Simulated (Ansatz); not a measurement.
# ZnSnN: the cost of one run

Computed with Ansatz 0.2.0 (DFT PBE, scalar-relativistic, plane waves, PAW, unless a step's input says otherwise).

1 further run of the same task is left out (it didn't finish).

**1. The structure to begin with**

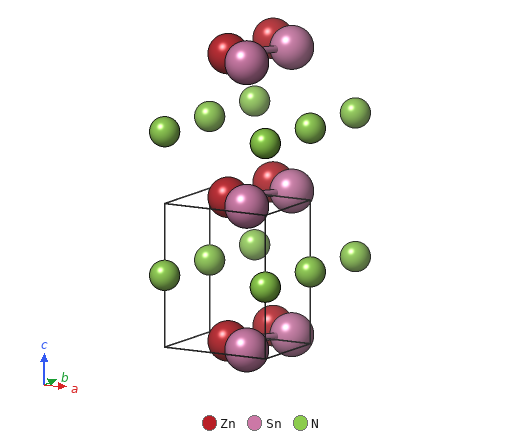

The starting structure, seen slightly off an axis (zinc red, tin pink, nitrogen green). 1×2×2 cells are drawn. Atoms on the faces are drawn again on the opposite ones.

As a file:

```cif
data_structure
_symmetry_space_group_name_H-M 'P 1'
_symmetry_Int_Tables_number 1
_cell_length_a 3.8632
_cell_length_b 3.8632
_cell_length_c 3.7401
_cell_angle_alpha 90.000
_cell_angle_beta 90.000
_cell_angle_gamma 120.000
_cell_volume 48.34
loop_
_atom_site_label
_atom_site_type_symbol
_atom_site_fract_x
_atom_site_fract_y
_atom_site_fract_z
_atom_site_occupancy
Zn1 Zn 0.33333 0.66667 0.00000 1
Sn1 Sn 0.66667 0.33333 0.00000 1
N1 N 0.00000 0.00000 0.50000 1
```

A structure generator made this guess: species swapped into a database cell of TmNiAs (P-6m2, No. 187), with N on the Tm sites, Zn on the Ni sites and Sn on the As sites. Its size is a rough estimate.

**2. The guess as it stands, on a coarse mesh**

The input, input.yaml:

```yaml
crystal:
  lattice:
    - [3.8632114, 0.0, 0.0]
    - [-1.9316057, 3.34563921, 0.0]
    - [0.0, 0.0, 3.7401382]
  atoms:
    - { symbol: Zn, position: [0.33333333, 0.66666667, 0.0] }
    - { symbol: Sn, position: [0.66666667, 0.33333333, 0.0] }
    - { symbol: "N", position: [0.0, 0.0, 0.5] }
basis:
  ecutwfc: 420
kpoints:
  mp_grid: { grid: [6, 6, 4] }
hamiltonian:
  xc: pbe
scf:
  occupations: { method: gaussian, width: 0.1 }
  lower_state_search: "off"
output:
  forces: true
  stress: true
  eigenvalues: true
```

Started as:

```bash
ansatz run input.yaml --threads 1 --pin off --max-ram 2048MiB --backend cpu --events-out ev --progress --plain --runs-dir out
```

Q: Estimate wall time and peak memory on 1 thread of Arm Neoverse V2, shared host.

About 2.3 s, with a peak of 0.32 GiB.
